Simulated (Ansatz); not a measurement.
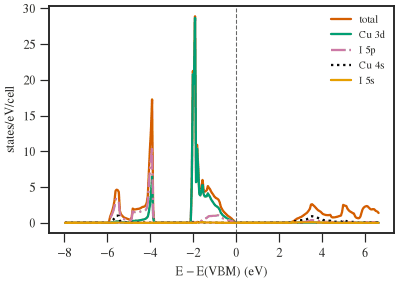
Figure. Total and projected density of states of CuI (zinc blende, F-43m), plane-wave PAW r²SCAN (Ansatz code)

**Question.** Which orbitals carry the states next to the gap?

**Answer.** Top 1 eV of the valence band: Cu 3d 64 %, I 5p 34 %. Bottom 1 eV of the conduction band: Cu 4s 65 %, I 5s 17 %, I 5p 12 %. Projections are on Löwdin-orthogonalised atomic valence shells; empty p or d shells of many metals are not among them.

**Question.** Where is the tallest occupied peak in this window, and what makes it?

**Answer.** Near -1.9 eV, about 29 states/eV per cell; the largest projected share is Cu 3d.

The r²SCAN relaxation kept the symmetry of its start. The run is not spin-polarised. Scalar-relativistic: spin–orbit coupling is off unless named, which matters more the heavier the elements.

Potentials: the earlier of the program's two PAW sets. The files were generated under PBE; for other functionals the program regenerates the frozen cores, and for LDA and PBEsol the local potential too.
